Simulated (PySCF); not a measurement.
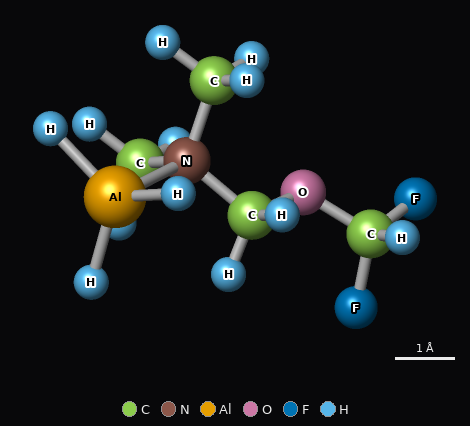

The structure as given in the input (ball-and-stick view, seen at a tilt). Sticks mark near contacts. Bond lengths as drawn: Al–H 1.60 to 1.61 Å, Al–N 2.10 Å, C–F 1.33 to 1.35 Å, C–H 1.10 to 1.11 Å, C–N 1.45 to 1.47 Å and C–O 1.36 to 1.41 Å.

## C4H12AlF2NO: NMR shielding calculation

The run: NMR shielding calculation of C4H12AlF2NO, SMILES C[N+](C)([AlH3-])COC(F)F. Method and program: GIAO PBE0/pcSseg-1 NMR shielding, non-relativistic, gas phase (PySCF 2.14.0).

The geometry comes from this level: PBE0-D3(BJ)/def2-SVP. It belongs to a series of runs on one base structure; here: H on C replaced by OCHF2. Figures and captions count atoms from 1; the log counts them from 0 in places.

**What the program printed**
```
coarse grid: 17728 points
cycle   1  E = -730.8312549928  dE =  9.927e-01  |g| = 8.609e-01  |ddm| = 3.762e+00
cycle   2  E = -730.7418485579  dE =  8.941e-02  |g| = 1.180e+00  |ddm| = 1.018e+00
cycle   3  E = -730.9600606969  dE = -2.182e-01  |g| = 5.641e-02  |ddm| = 5.797e-01
cycle   4  E = -730.9605733907  dE = -5.127e-04  |g| = 2.463e-02  |ddm| = 6.395e-02
cycle   5  E = -730.9606824881  dE = -1.091e-04  |g| = 1.015e-02  |ddm| = 2.483e-02
cycle   6  E = -730.9606993238  dE = -1.684e-05  |g| = 2.427e-03  |ddm| = 6.681e-03
cycle   7  E = -730.9607002855  dE = -9.617e-07  |g| = 4.563e-04  |ddm| = 1.546e-03
final grid: 166600 points
cycle   8  E = -731.0355403861  dE = -5.817e-05  |g| = 1.086e-02  |ddm| = 2.949e-02
cycle   9  E = -731.0355277421  dE =  1.264e-05  |g| = 1.385e-02  |ddm| = 1.478e-02
cycle  10  E = -731.0355640716  dE = -3.633e-05  |g| = 1.299e-03  |ddm| = 8.312e-03
cycle  11  E = -731.0355643844  dE = -3.128e-07  |g| = 2.743e-04  |ddm| = 9.693e-04
cycle  12  E = -731.0355643963  dE = -1.189e-08  |g| = 1.087e-04  |ddm| = 2.105e-04
cycle  13  E = -731.0355643979  dE = -1.596e-09  |g| = 2.514e-05  |ddm| = 6.651e-05
cycle  14  E = -731.0355643980  dE = -1.032e-10  |g| = 5.647e-06  |ddm| = 1.774e-05
```

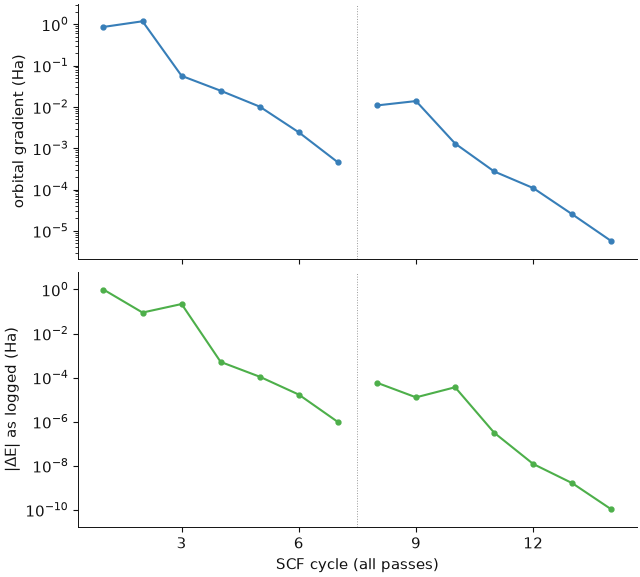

Convergence of the self-consistent field: orbital gradient and size of the energy change against the SCF cycle. The dotted line marks the change from a coarse to the final integration grid. The first 7 cycles use a coarse grid, the final grid takes over at cycle 8, and the field converges after 14 cycles in all.

```
converged SCF energy = -731.0355643980

GIAO shielding tensors (ppm)
atom      isotropic    diamagn.    paramagn.     s11        s22        s33       span
  0 C      142.836     249.264    -106.427    114.674    129.141    184.694     70.020
  1 N      209.937     321.456    -111.519    193.348    204.747    231.715     38.367
  2 C      142.091     249.123    -107.032    113.284    128.272    184.717     71.433
  3 Al     407.547     795.834    -388.287    390.304    392.309    440.029     49.725
  4 C      101.960     248.138    -146.178     81.692     99.413    124.775     43.082
  5 O      222.473     404.117    -181.644    157.300    209.695    300.423    143.123
  6 C       64.725     238.085    -173.360     46.407     69.670     78.098     31.691
  7 F      278.905     467.347    -188.442    193.664    298.735    344.317    150.652
  8 F      270.933     471.805    -200.872    205.730    252.681    354.387    148.657
  9 H       28.808      31.053      -2.245     25.013     26.134     35.278     10.265
 10 H       28.495      31.174      -2.679     23.637     27.944     33.903     10.266
 11 H       28.600      30.772      -2.172     24.482     26.643     34.674     10.191
 12 H       28.671      30.904      -2.233     24.968     26.030     35.014     10.046
 13 H       28.646      30.660      -2.014     24.544     26.639     34.755     10.211
 14 H       28.480      31.059      -2.579     23.700     27.800     33.939     10.239
 15 H       27.302      30.387      -3.085     23.897     26.464     31.545      7.649
 16 H       27.261      30.375      -3.114     24.032     26.264     31.486      7.454
 17 H       27.328      30.441      -3.113     23.937     26.477     31.570      7.633
 18 H       26.976      33.092      -6.116     21.945     28.408     30.574      8.629
 19 H       26.790      32.671      -5.881     21.003     29.194     30.172      9.169
 20 H       25.373      27.320      -1.947     22.817     23.854     29.448      6.631
```

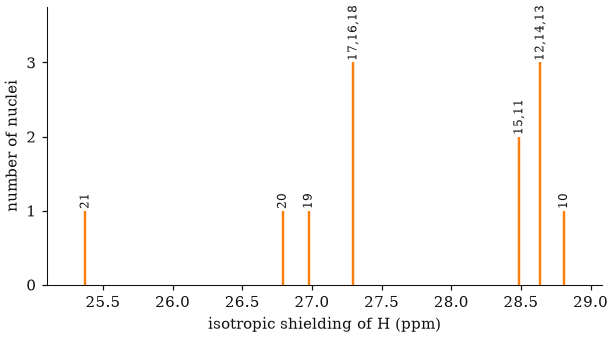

Isotropic shieldings of the hydrogen nuclei in this fixed geometry, labelled by atom number; shielding grows to the right, so chemical shift grows to the left. The least shielded is H21 (25.4 ppm), the most shielded H10 (28.8 ppm).

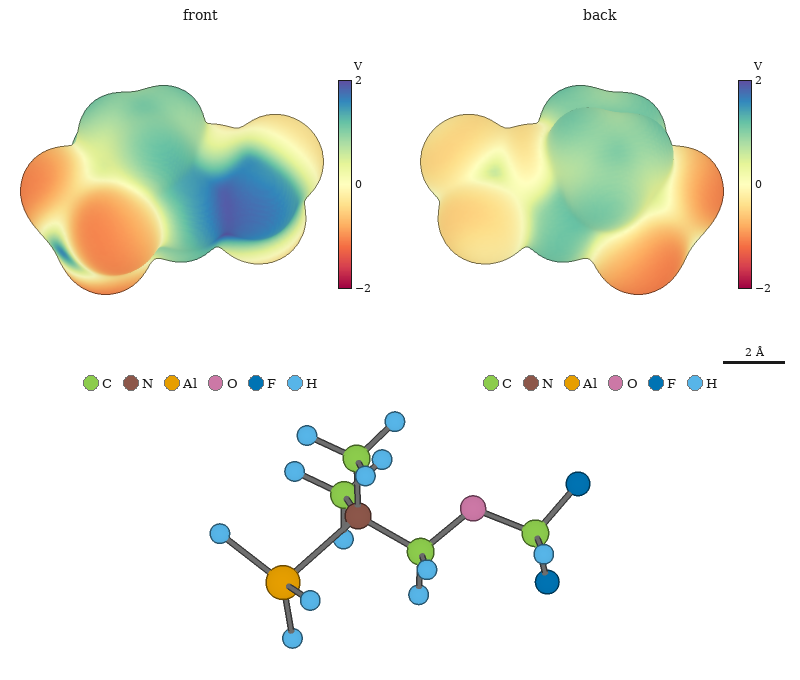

The electrostatic potential painted on the density surface at 0.002 e/bohr³, seen at a tilt and from behind; the colour scale runs from red (negative) to blue (positive). The bare structure is drawn below in the same view.

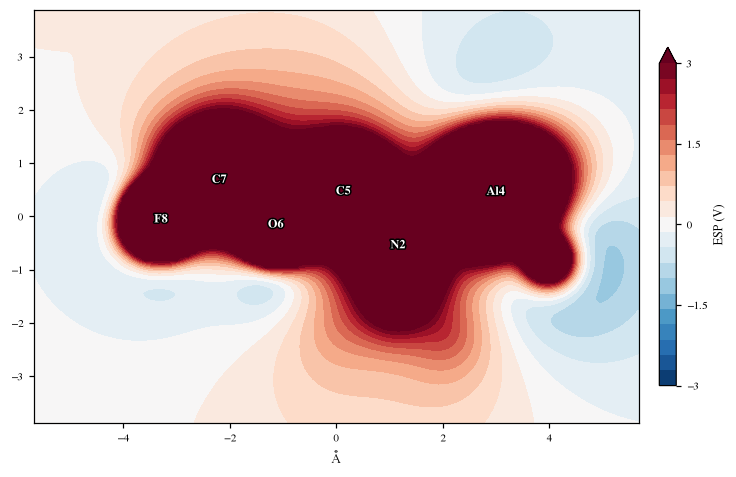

Electrostatic potential on the plane of atoms C5, O6 and C7.

This output came from the following input.

**Input file**
```
{"job": {"kind": "nmr", "xc": "PBE0", "basis": "pcSseg-1"}, "charge": 0, "multiplicity": 1}
C     -1.008278     1.305062    -0.546165
N     -0.663610    -0.047410    -0.076608
C     -0.862558    -1.043184    -1.144522
Al    -1.948162    -0.531790     1.508306
C      0.686953    -0.099206     0.446329
O      1.590058     0.250675    -0.576389
C      2.885635     0.372679    -0.194385
F      3.559572     0.857229    -1.231513
F      3.399119    -0.834187     0.119188
H     -0.884038     2.017058     0.281377
H     -0.366623     1.602648    -1.388938
H     -2.061125     1.313117    -0.856524
H     -0.637581    -2.043483    -0.750717
H     -1.914551    -1.019257    -1.457634
H     -0.210637    -0.830264    -2.004982
H     -1.427912    -2.020779     1.815769
H     -3.354423    -0.363855     0.754246
H     -1.509854     0.618760     2.544115
H      0.762727     0.605638     1.294057
H      0.883821    -1.120555     0.809992
H      3.016015     1.035433     0.683937
```

The first line tells a small driver script what to run in PySCF; the rest is the geometry in Å.

Command:
```bash
OMP_NUM_THREADS=1 python <driver script> task.json out
```

**Results in brief**

```tsv
quantity	value
outcome	converged
total energy	−731.035564 hartree
HOMO	−7.64 eV
LUMO	0.38 eV
dipole moment	3.03 D
isotropic shielding, C	64.7 to 142.8 ppm
isotropic shielding, N	209.9 ppm
isotropic shielding, Al	407.5 ppm
isotropic shielding, O	222.5 ppm
isotropic shielding, F	270.9 to 278.9 ppm
hardware	1 CPU thread, shared host
wall time	52 s
peak memory	1 GiB
```
